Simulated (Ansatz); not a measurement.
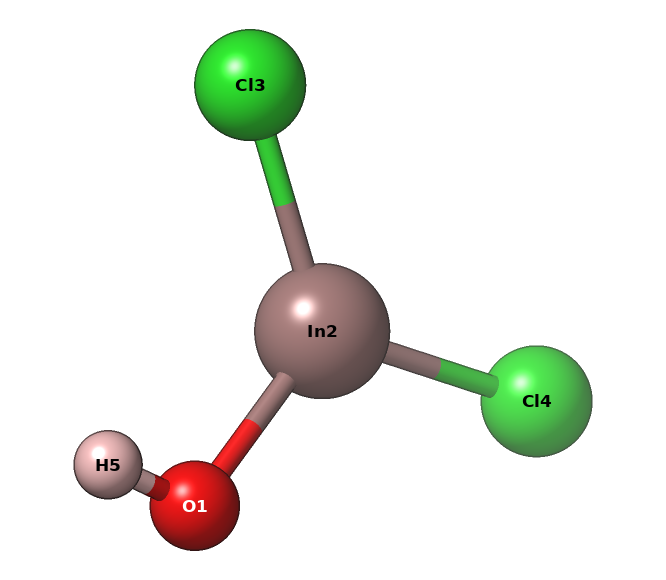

The picture comes from a calculation with Ansatz.

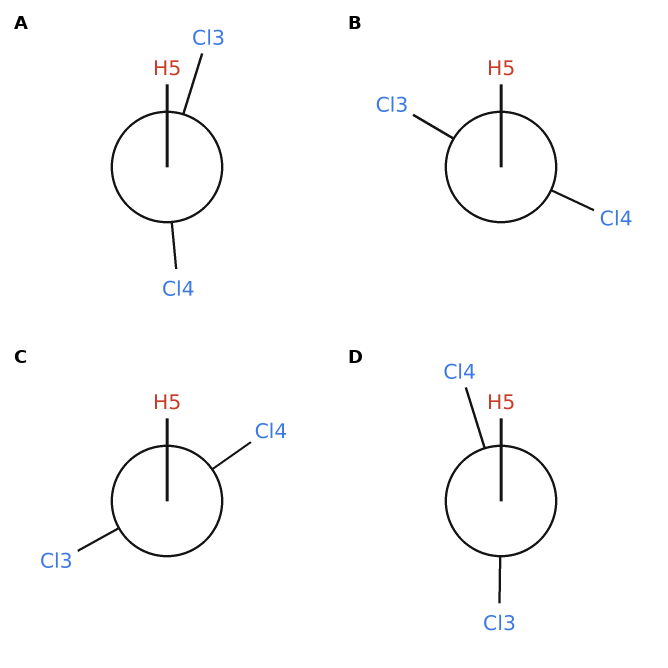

Distant atoms are faded towards the background colour. Bonds that would overlap in a projection are set slightly apart. Geometry: atoms displaced at random (about 0.04 Å) from a stationary point of PBE0-D4.

Which Newman projection shows the view along O1–In2, with O1 in front?

Answer. A. The torsion angle H5–O1–In2–Cl3 is 1°, synperiplanar (eclipsed).
